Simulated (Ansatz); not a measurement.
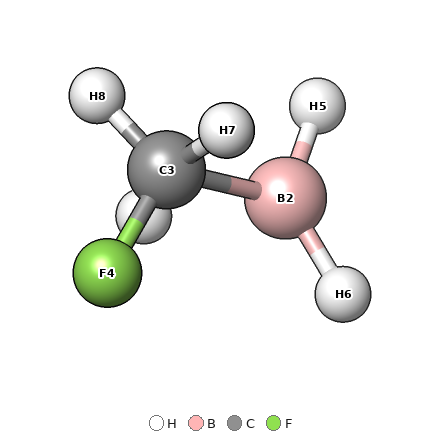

The system is the reacting system CH5BF (fragments BH₃ + CH₂F where the first distance is long, CH₃F + BH₂ where the second is long), spin multiplicity 2; the picture shows the reference structure. 
- The first coordinate is: distance H1–C3 (bond that forms); the second: distance H1–B2 (bond that breaks).
- Relaxed at each point: all other coordinates.
- The grid has 13 × 13 points.
- Points are written as (first, second).
- All energies are given in kJ/mol relative to a guessed transition structure relaxed with its forming and breaking bonds held.
- Energies and slopes of some neighbouring points disagree (a jump in structure or state, or too coarse a mesh).
- Level of theory: Ansatz 0.2.0, UHF/def2-SVP.

Its coordinates:

```xyz
8

H    -0.6423   -0.8726   -0.2567
B     0.2655   -0.4273    0.8712
C    -0.0829    0.3631   -0.5878
F    -1.3259    0.8994   -0.7166
H     1.2645   -1.0793    0.8328
H    -0.3104   -0.0229    1.8319
H     0.6042    1.2244   -0.4430
H     0.2274   -0.0850   -1.5318
```

Range: distance H1–C3 (bond that forms) from 0.963 to 2.163 Å; distance H1–B2 (bond that breaks) from 1.035 to 2.235 Å.

Question: Predict the map.

Answer: The lowest grid point is at (2.163 Å, 1.163 Å), −117 kJ/mol from a guessed transition structure relaxed with its forming and breaking bonds held. It lies in a valley that leaves the map towards separated partners. The energy also falls towards the edge at (1.091 Å, 2.235 Å) (1.6 kJ/mol above the lowest) and (2.163 Å, 1.758 Å) (39 kJ/mol above the lowest), where a further well may lie outside the range. The highest grid point, (0.963 Å, 1.035 Å), lies 265 kJ/mol above the lowest.

| second ↓, first → | 0.963 | 1.017 | 1.091 | 1.175 | 1.267 | 1.365 | 1.468 | 1.575 | 1.686 | 1.801 | 1.918 | 2.039 | 2.163 |
| --- | --- | --- | --- | --- | --- | --- | --- | --- | --- | --- | --- | --- | --- |
| 2.235 | −78 | −104 | −115 | −105 | −77 | −40 | 12 | 66 | 4 | −24 | −46 | −63 | −76 |
| 2.111 | −74 | −100 | −112 | −102 | −75 | −37 | 14 | 68 | −1 | −28 | −49 | −65 | −77 |
| 1.990 | −69 | −95 | −107 | −98 | −72 | −33 | 17 | 22 | −7 | −32 | −51 | −66 | −77 |
| 1.873 | −62 | −89 | −101 | −92 | −67 | 76 | 44 | 13 | −14 | −37 | −54 | −68 | −78 |
| 1.758 | −53 | −80 | −93 | −86 | −63 | 60 | 30 | 2 | −22 | −42 | −58 | −70 | −78 |
| 1.647 | −42 | −70 | −85 | −80 | −59 | 38 | 12 | −12 | −32 | −49 | −62 | −71 | −78 |
| 1.540 | −29 | −58 | −75 | −72 | −54 | 12 | −8 | −28 | −44 | −57 | −66 | −72 | −77 |
| 1.437 | −13 | −43 | −62 | −63 | −50 | −30 | −30 | −46 | −58 | −65 | −69 | −71 | −79 |
| 1.339 | 7 | −25 | −47 | −52 | −45 | −35 | −48 | −61 | −71 | −78 | −83 | −90 | −97 |
| 1.247 | 33 | −2 | −27 | −37 | −38 | −45 | −58 | −70 | −79 | −88 | −97 | −106 | −114 |
| 1.163 | 66 | 29 | 0 | −15 | −26 | −39 | −53 | −66 | −76 | −87 | −98 | −108 | −117 |
| 1.089 | 107 | 69 | 36 | 15 | −2 | −19 | −33 | −46 | −59 | −71 | −82 | −93 | −102 |
| 1.035 | 148 | 109 | 73 | 48 | 28 | 10 | −5 | −19 | −32 | −45 | −58 | −69 | −78 |

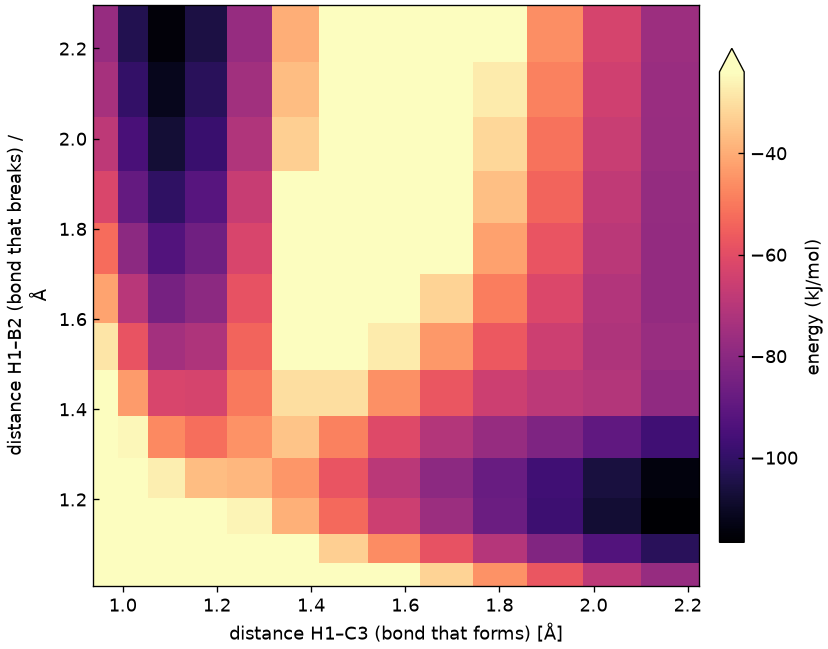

Drawn: one coloured cell a grid point, one colour for all values above the top of the scale.

Each point was launched as `ansatz run input.yaml --threads 1 --pin off --max-ram 2560MiB --backend cpu --events-out ev --progress --plain --runs-dir out`. Time for the 169 points that were run: 22 min on 1 thread of Arm Neoverse V1, with other jobs on the host.
